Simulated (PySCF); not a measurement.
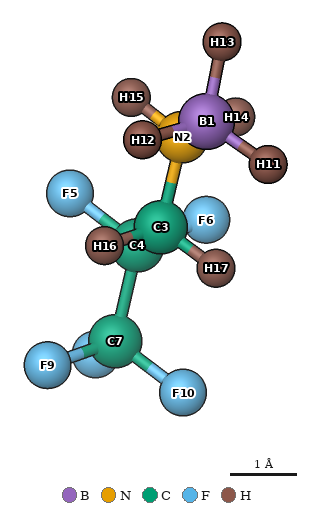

C$_{3}$H$_{7}$BF$_{5}$N, before the relaxation. The picture is a ball-and-stick view, seen from a free direction.

The start comes from GFN2-xTB. Its atoms were then displaced at random by about 0.01 Å.

Level of theory: PySCF, PBE0-D3(BJ)/def2-SVP geometry optimisation, gas phase.

```xyz
17

B    -2.5471   -0.2807   -0.3466
N    -1.2395    0.5033    0.2824
C    -0.0384   -0.2493    0.0487
C     1.2389    0.4630    0.6428
F     1.3411    1.6912    0.0973
F     1.0420    0.6604    1.9766
C     2.5339   -0.3253    0.4198
F     3.5941    0.3004    0.9268
F     2.7367   -0.4899   -0.8667
F     2.4399   -1.5356    0.9859
H    -2.6322   -1.3096    0.2092
H    -2.3486   -0.3460   -1.5097
H    -3.5057    0.4718   -0.1020
H    -1.4357    0.6301    1.2839
H    -1.1969    1.4129   -0.1545
H     0.1216   -0.3620   -1.0121
H    -0.1206   -1.2228    0.5151
```

> What does the optimiser find from here?

The atom that moves furthest after the best rigid fit is F8 (0.095 Å). Largest moves by element: F 0.095 Å, H 0.066 Å, C 0.054 Å, B 0.049 Å, N 0.017 Å. Near-neighbour distances that change, for instance: C3–C4 1.579 → 1.512 Å, B1–H11 1.172 → 1.225 Å, B1–H12 1.182 → 1.225 Å, N2–C3 1.437 → 1.457 Å. Bond angles that change, for instance: C4–C3–H16 107.3° → 110.1°, C3–N2–H14 112.5° → 109.8°, H12–B1–H13 110.9° → 113.6°. The energy falls by 18.4 kJ/mol in 5 geometry steps. Cost: 2.5 min on 1 thread of Arm Neoverse N1, with other jobs on the host.

Step by step:

```
step  E − E(0), kJ/mol
   0              0.00
   1            -16.71
   2            -18.18
   3            -18.36
   4            -18.40
   5            -18.42
```

The structure at the end:

```xyz
17

B    -2.5632   -0.2354   -0.3396
N    -1.2314    0.4906    0.2739
C    -0.0086   -0.2710    0.0533
C     1.1913    0.4374    0.6394
F     1.3102    1.6664    0.0925
F     1.0212    0.6037    1.9683
C     2.5191   -0.3091    0.4213
F     3.5272    0.3653    0.9432
F     2.7301   -0.4693   -0.8803
F     2.4566   -1.5073    0.9919
H    -2.6349   -1.3118    0.2408
H    -2.3388   -0.3490   -1.5386
H    -3.4904    0.5196   -0.0852
H    -1.3709    0.6396    1.2756
H    -1.1409    1.4182   -0.1462
H     0.1278   -0.4144   -1.0267
H    -0.1208   -1.2617    0.5133
```

After the run, drawn alike:

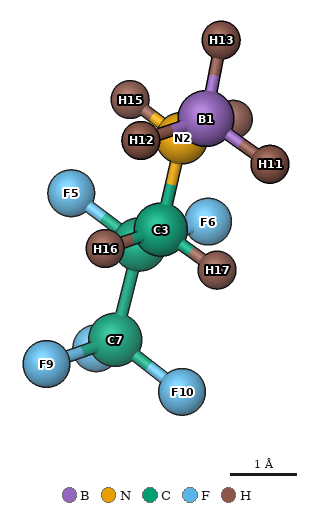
